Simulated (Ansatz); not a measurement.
# BH5O (SMILES [BH3-][OH2+]): what the fields show

Input

```
crystal:
  periodic: [false, false, false]
  atoms:
    - {symbol: B, position_ang: [-0.312130, -0.547118, -0.345311]}
    - {symbol: O, position_ang: [0.364112, 0.563770, 0.729894]}
    - {symbol: H, position_ang: [0.294910, -1.552710, -0.080380]}
    - {symbol: H, position_ang: [-1.471841, -0.533979, -0.021528]}
    - {symbol: H, position_ang: [-0.074741, -0.072542, -1.433060]}
    - {symbol: H, position_ang: [-0.041890, 1.424190, 0.575337]}
    - {symbol: H, position_ang: [1.302880, 0.650389, 0.529247]}
basis:
  gaussian: {orbitals: def2-TZVPP}
hamiltonian: {xc: pbe0, dispersion: d4}
output: {orbitals: {seedname: orbitals}}
```

Command:

```sh
ansatz run in.yaml --threads 4 --pin off --events-out ev --progress --plain --max-ram 10444MiB
```

Geometry: PBE0-D4/def2-TZVP.

Computed with RKS PBE0-D4/def2-TZVPP in Ansatz.

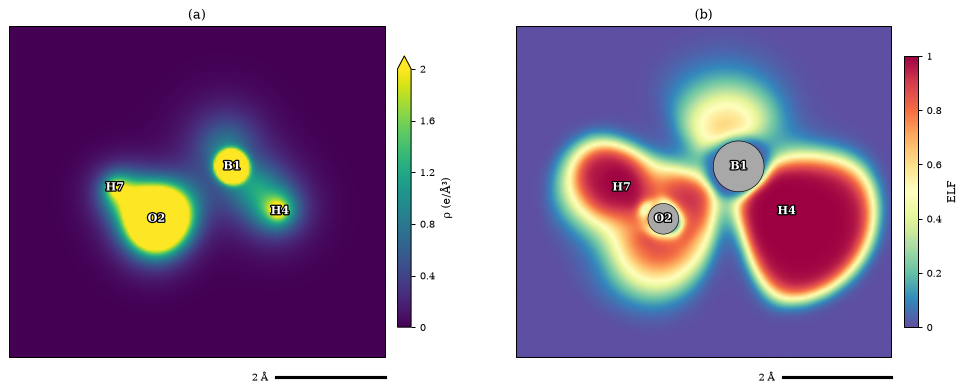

Figure 1. (a) electron density; (b) electron localisation function on the plane of atoms O2, B1 and H4. Grey discs cover the atomic cores in the ELF map.

Q: Read the bonding off the picture.

A:
- The section cuts through B, O and H sites.
- B–O (1.69 Å): ρ is about 0.9 e/Å³ halfway, with its minimum of 0.53 e/Å³ about 0.5 Å from B; the ELF peaks at about 0.90 between the atoms, as expected for a shared but strongly polarised pair.
- O–H (0.96 Å): ρ at the midpoint is about 3.9 e/Å³; the ELF climbs to about 1 towards the hydrogen, as it does in any bond to H (a covalent bond by its length).
- B–H (1.20 Å): ρ at the midpoint is about 1.2 e/Å³; the ELF climbs to about 1 towards the hydrogen; a covalent bond by its length.

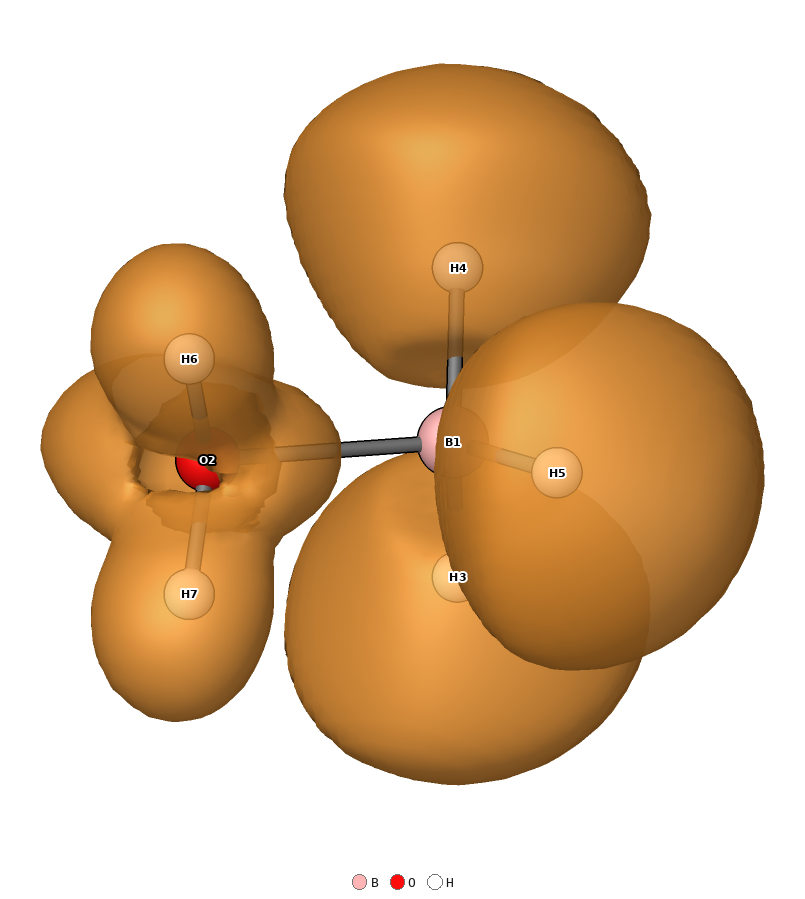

Figure 2. Isosurface of the ELF at 0.75 (orange), seen at an oblique angle. Core shells and regions of very low density are left out.

Q: Where are the electrons localised?

A: The ELF exceeds this value in three regions around hydrogen nuclei and one joined region spread over several atoms (H, O), in which their bonds and any lone pairs are merged.

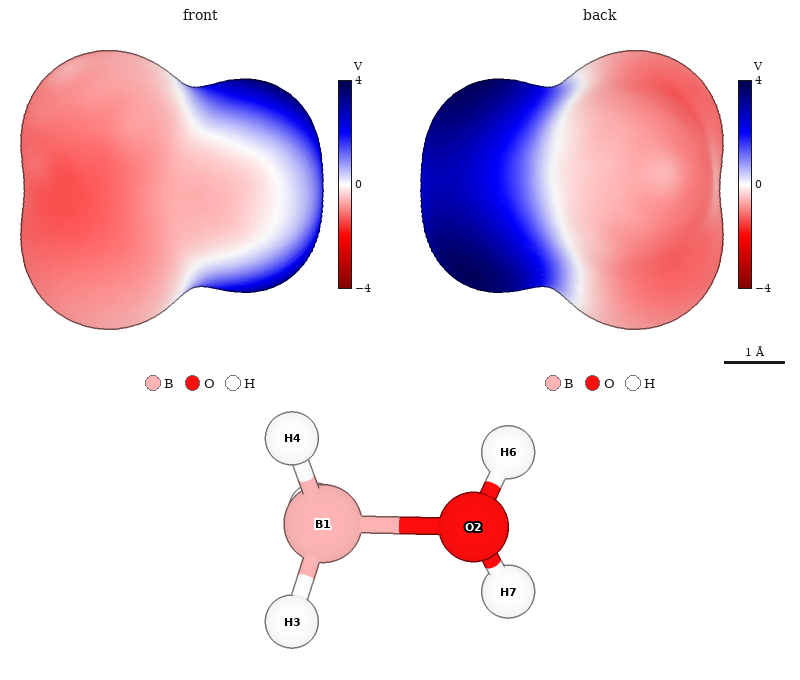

Figure 3. The molecular electrostatic potential painted on the density surface at 0.002 e/bohr³, seen from the front and from behind; red is negative and blue positive. The bare structure is drawn below in the same view.

Q: Where is the surface potential most negative and most positive?

A: The most negative region (about −1.4 V) lies over H4, the most positive (about +3.8 V) over H6 and H7.
